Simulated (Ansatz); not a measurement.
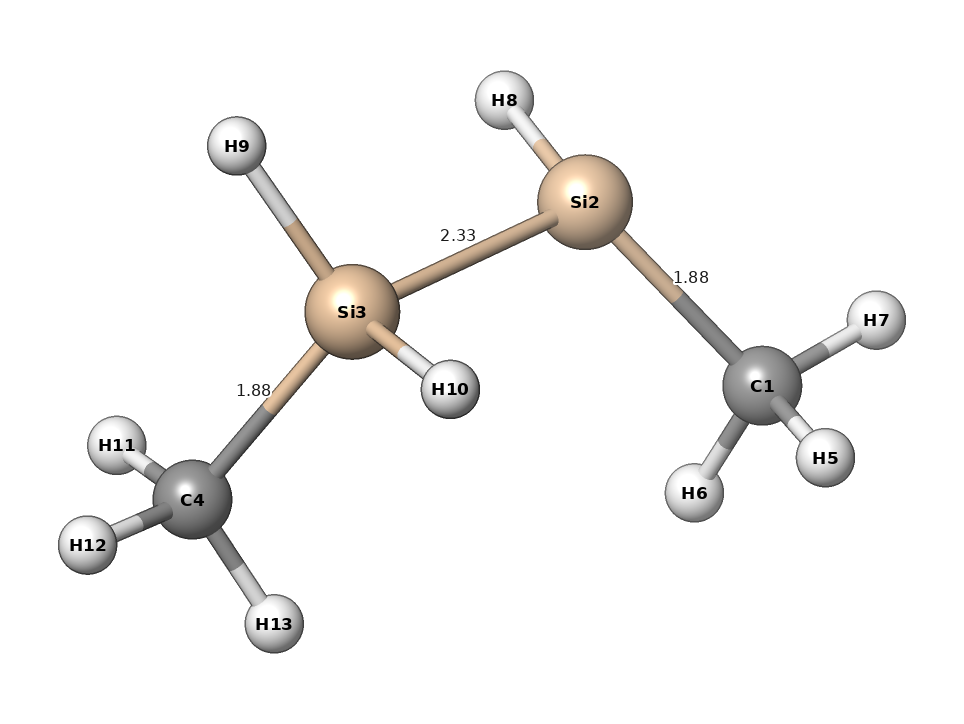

The numbers beside the sticks are distances in Å. Sticks don't show bond order. Charge 0, doublet. The geometry was computed by an optimisation with PBE0-D4/def2-TZVP.

Question: Which of the marked bonds are single, double, triple or aromatic?

Answer: C1–Si2 single; Si2–Si3 single; Si3–C4 single. This is one Lewis structure.

Question: Give the structure as SMILES.

Answer: C[SiH][SiH2]C
